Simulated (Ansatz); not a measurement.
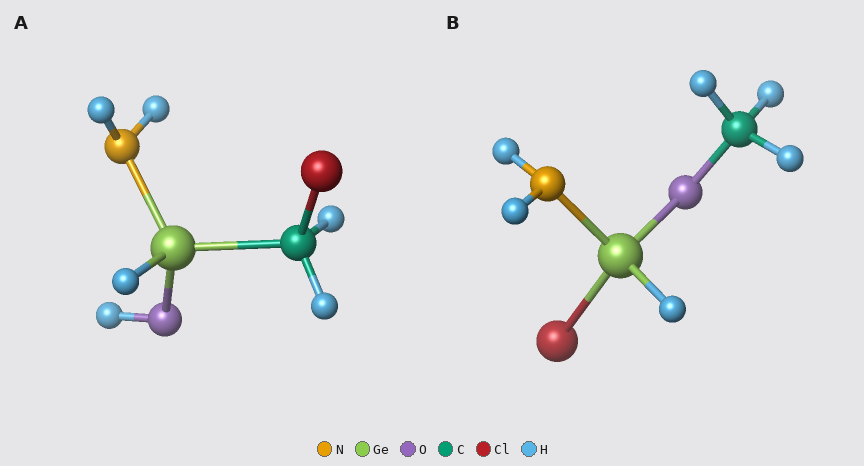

2 stationary structures of one formula. Geometries: PBE0-D4/def2-TZVP. Electronic energies: CCSD(T)/CBS (MP2 limit from def2-TZVPP and def2-QZVPP plus CCSD(T) − MP2) (Ansatz 0.2.0), without zero-point energy. No frequency run is at hand to confirm each as a minimum. Each is one conformer, not always the lowest.

> How are they related?

They are constitutional isomers of CH6ClGeNO: A `[NH2][Ge@@H]([OH])[CH2]Cl`, B `C[O][Ge@@H]([NH2])[Cl]`.

> Which is lowest in energy, and by how much?

B is lowest; A lies 0.640 eV above it.
